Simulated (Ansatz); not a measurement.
# One shape, several levels: SO3 (sulfur trioxide)

Aim: a comparison of 6 runs (HF/STO-3G, BLYP/STO-3G, UPBE0/STO-3G, wB97X/STO-3G, CCSD(T)/STO-3G, FCI/STO-3G) of SO3 (sulfur trioxide). 

The results are computed with Ansatz 0.2.0.

48 further runs of the same task are left out: 12 that didn't finish, 36 set aside as unsound or not needed.

## Step 1: The molecule

The species is SO3 (4 atoms), meant as a singlet with charge 0. SMILES: `O=S(=O)=O`. The S2–O1 distance was set to 3.545 Å, away from the relaxed value. At this shape a bond of the SMILES string is far longer than usual.

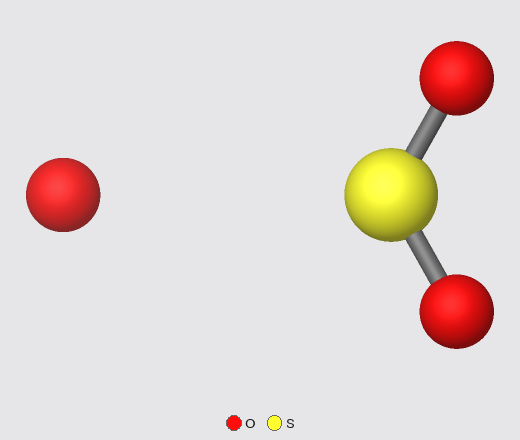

Viewed from a chosen angle; oxygen red, sulfur yellow.

## Step 2: A single-point energy at HF/STO-3G (run 1)

File run.yaml:

```yaml
crystal:
  periodic: [false, false, false]
  atoms:
    - {symbol: O, position_ang: [-2.800652, -1.709176, 1.341071]}
    - {symbol: S, position_ang: [0.000050, -0.000150, -0.000380]}
    - {symbol: O, position_ang: [1.307630, -0.327510, 0.440320]}
    - {symbol: O, position_ang: [-0.187450, 1.011420, -0.976150]}
basis:
  gaussian: {orbitals: STO-3G}
total_charge: 0
hamiltonian: {xc: hf}
accuracy: high
```

Started as:

```
$ ansatz run run.yaml --threads 1 --pin off --max-ram 2610MiB --events-out events.jsonl --progress --plain --runs-dir runs
```

The program printed:

```text
Warning: RAYON_NUM_THREADS=1 ignored (pool sized by the plan → 1); use --threads N
Functional definition: HF
  name "HF"
  exchange = exact_x
  correlation = 0
413 factors; integrals over basis functions are off by at most 2.4e-8 eV
mean field evaluation 1: about -16662.9904 eV, gradient 3.1e1 eV
mean field evaluation 2: about -16663.0370 eV, gradient 3.1e1 eV
mean field evaluation 4: about -16655.3601 eV, gradient 5.1e1 eV
mean field evaluation 8: about -16714.6627 eV, gradient 1.5e0 eV
mean field evaluation 16: about -16714.6988 eV, gradient 7.9e-3 eV
mean field evaluation 32: about -16714.6968 eV, gradient 5.9e-3 eV
mean field evaluation 64: about -16714.6784 eV, gradient 4.3e-2 eV
mean field evaluation 96: about -16714.6993 eV, gradient 1.1e-2 eV
mean field evaluation 128: about -16695.4700 eV, gradient 3.3e1 eV
mean field evaluation 160: about -16660.0376 eV, gradient 1.4e1 eV
mean field -16714.69973860 eV, -614.2538857630 hartree, gradient 1.6e-8 eV, S^2 0.000000; 5 other end points of the search recorded, 0 dependent functions left out
reference -16714.69973860 eV, -614.2538857630 hartree; 20, 20 occupied and 4, 4 virtual orbitals, 413 factors
Total energy: -16714.69973860 eV, -614.2538857630 hartree
```

Wall time 0.42 s (1 thread of Arm Neoverse V1, shared host).

## Step 3: A single-point energy at BLYP/STO-3G (run 2)

File job.yaml:

```yaml
crystal:
  periodic: [false, false, false]
  atoms:
    - {symbol: O, position_ang: [-2.800652, -1.709176, 1.341071]}
    - {symbol: S, position_ang: [0.000050, -0.000150, -0.000380]}
    - {symbol: O, position_ang: [1.307630, -0.327510, 0.440320]}
    - {symbol: O, position_ang: [-0.187450, 1.011420, -0.976150]}
basis:
  gaussian:
    orbitals: STO-3G
accuracy: high
hamiltonian:
  xc: {name: BLYP}
```

Started as:

```
$ ansatz run job.yaml --threads 1 --pin off --max-ram 2610MiB --events-out events.jsonl --progress --plain --runs-dir runs
```

The program printed:

```text
Warning: RAYON_NUM_THREADS=1 ignored (pool sized by the plan → 1); use --threads N
Functional definition: BLYP
  name "BLYP"
  parameter beta = 0.0042
  parameter a = 0.04918
  parameter b = 0.132
  parameter c = 0.2533
  parameter d = 0.349
  exchange = b88_x(beta = beta)
  correlation = lyp_c(a = a, b = b, c = c, d = d)
413 factors; integrals over basis functions are off by at most 2.4e-8 eV
mean field evaluation 1: about -16704.7015 eV, gradient 4.3e1 eV
mean field evaluation 2: about -16205.0927 eV, gradient 2.0e1 eV
mean field evaluation 4: about -16691.2389 eV, gradient 6.8e1 eV
mean field evaluation 8: about -16755.1090 eV, gradient 2.3e0 eV
mean field evaluation 16: about -16755.3590 eV, gradient 2.3e-1 eV
mean field evaluation 32: about -16710.6111 eV, gradient 5.1e1 eV
mean field evaluation 64: about -16755.2938 eV, gradient 2.1e0 eV
mean field evaluation 96: about -16755.3534 eV, gradient 1.3e-1 eV
mean field -16755.36640019 eV, -615.7483580117 hartree, gradient 2.6e-8 eV, S^2 0.000000; 8 other end points of the search recorded, 0 dependent functions left out
reference -16755.36643129 eV, -615.7483591545 hartree; 20, 20 occupied and 4, 4 virtual orbitals, 413 factors
Total energy: -16755.36643129 eV, -615.7483591545 hartree
```

It took 9.3 s on 1 thread of Arm Neoverse V1, shared host; peak memory 0.098 GiB.

Runs 3 to 4 aren't shown in full; the table further down has their settings and results.

## Step 4: The energy at CCSD(T)/STO-3G (run 5)

File molecule.yaml:

```yaml
crystal:
  periodic: [false, false, false]
  atoms:
    - {symbol: O, position_ang: [-2.800652, -1.709176, 1.341071]}
    - {symbol: S, position_ang: [0.000050, -0.000150, -0.000380]}
    - {symbol: O, position_ang: [1.307630, -0.327510, 0.440320]}
    - {symbol: O, position_ang: [-0.187450, 1.011420, -0.976150]}
basis:
  gaussian: {orbitals: STO-3G}
correlation: {method: ccsd_t, frozen_orbitals: {O: 1, S: 5}}
accuracy: high
scf: {omitted_lower_state_checks: [cluster_reference, increment]}
```

Started as:

```
$ ansatz run molecule.yaml --threads 1 --pin off --max-ram 2610MiB --events-out events.jsonl --progress --plain --runs-dir runs
```

The program printed:

```text
Warning: RAYON_NUM_THREADS=1 ignored (pool sized by the plan → 1); use --threads N
[... 16 lines left out ...]
8 core orbitals not correlated: weight in the atoms' cores, before any rotation towards them, 1.000 or more for the frozen orbitals, at most 0.000 for the correlated occupied ones
[... 214 lines left out ...]
WARN: these amplitudes may be one of several solutions (largest doubles amplitude 0.82, level shift 3.82 eV)
Total energy: -16721.55834083 eV, -614.5059347460 hartree
Checks for a lower state left out: cluster_reference, increment
```

It took 1.4 s on 1 thread of Arm Neoverse V1, shared host.

## Step 5: The energy at FCI/STO-3G (run 6)

File in.yaml:

```yaml
crystal:
  periodic: [false, false, false]
  atoms:
    - {symbol: O, position_ang: [-2.800652, -1.709176, 1.341071]}
    - {symbol: S, position_ang: [0.000050, -0.000150, -0.000380]}
    - {symbol: O, position_ang: [1.307630, -0.327510, 0.440320]}
    - {symbol: O, position_ang: [-0.187450, 1.011420, -0.976150]}
basis:
  gaussian: {orbitals: STO-3G}
correlation: {method: fci, frozen_orbitals: {O: 1, S: 5}}
total_charge: 0
accuracy: high
```

Started as:

```
$ ansatz run in.yaml --threads 1 --pin off --max-ram 2610MiB --events-out events.jsonl --progress --plain --runs-dir runs
```

The program printed:

```text
Warning: RAYON_NUM_THREADS=1 ignored (pool sized by the plan → 1); use --threads N
[... 4 set-up lines as earlier in the session ...]
413 factors; integrals over basis functions are off by at most 2.4e-8 eV
mean field evaluation 1: about -16662.9904 eV, gradient 3.1e1 eV
mean field evaluation 2: about -16663.0370 eV, gradient 3.1e1 eV
mean field evaluation 4: about -16655.3601 eV, gradient 5.1e1 eV
mean field evaluation 8: about -16714.6627 eV, gradient 1.5e0 eV
mean field evaluation 16: about -16714.6988 eV, gradient 7.9e-3 eV
mean field evaluation 32: about -16714.6968 eV, gradient 1.5e-2 eV
mean field evaluation 64: about -16714.6937 eV, gradient 7.2e-3 eV
mean field evaluation 96: about -16689.7006 eV, gradient 1.9e1 eV
mean field evaluation 128: about -16714.6978 eV, gradient 4.6e-2 eV
mean field -16714.69973860 eV, -614.2538857630 hartree, gradient 1.6e-8 eV, S^2 0.000000; 10 other end points of the search recorded, 0 dependent functions left out; unrestricted orbitals would lower it
mean field evaluation 160: about -16717.2520 eV, gradient 4.9e0 eV
unrestricted determinant -16719.12573903 eV, -614.4165382790 hartree, S^2 1.8542
8 core orbitals not correlated: weight in the atoms' cores, before any rotation towards them, 1.000 or more for the frozen orbitals, at most 0.000 for the correlated occupied ones
reference -16714.69973860 eV, -614.2538857630 hartree; 12, 12 occupied and 4, 4 virtual orbitals, 413 factors
state -16721.88100944 eV, -614.5177925989 hartree
Total energy: -16721.88100944 eV, -614.5177925989 hartree
```

Run time: 1.9 min. Hardware: 1 thread of Arm Neoverse V1, shared host; peak memory 0.41 GiB.

## Step 6: The series

```csv
run,level,frozen core orbitals,energy (Eh),wall time
1,HF/STO-3G,–,-614.253886,0.42 s
2,BLYP/STO-3G,–,-615.748359,9.3 s
3,UPBE0/STO-3G,–,-615.596933,52 s
4,wB97X/STO-3G,–,-615.799211,53 s
5,CCSD(T)/STO-3G,8,-614.505935,1.4 s
6,FCI/STO-3G,8,-614.517793,1.9 min
```

## Step 7: What came out

```
                                          quantity          value
                               run 6: total energy  -614.51779 Eh
run 6: correlation energy (8 core orbitals frozen)     -263.9 mEh
```

In words: Against full CI in this basis: HF +263.9 mEh; CCSD(T) +11.9 mEh. Totals of different functionals can't be ranked against each other. In run 5 the log says that unrestricted orbitals would lower the reference, so the values rest on an unstable closed-shell determinant (other closed-shell runs at this shape may share the fault). In runs 1, 2, 3, 4, 5, 6 the basis is minimal, so the values are rough. In runs 1, 2, 4, 5 a closed-shell determinant meets a far-stretched bond, which it describes badly. Spin contamination of the reference: run 3 ⟨S²⟩ = 1.12. Where it is this large, the reference is a mixture of spin states, and values that rest on it are in doubt. All runs together took 3.8 min, the longest 1.9 min.
